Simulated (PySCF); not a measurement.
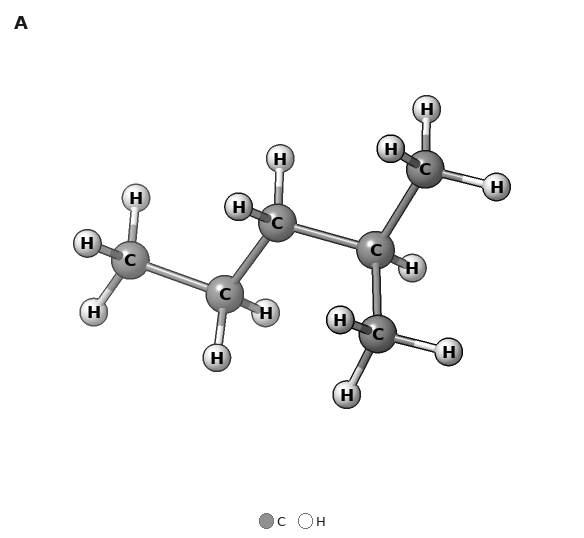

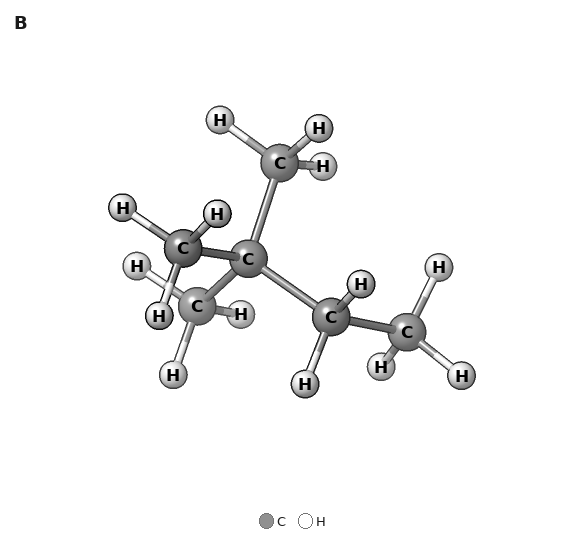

Depth is shown by fading: the farther an atom, the more it takes the colour of the background. Computed geometry: PBE0-D3(BJ)/def2-TZVP optimisation. No frequency run is at hand to confirm it as a minimum.

Can A be turned into B by a rotation alone?

Answer. No. They are constitutional isomers of C6H14: A is CCCC(C)C, B is CCC(C)(C)C
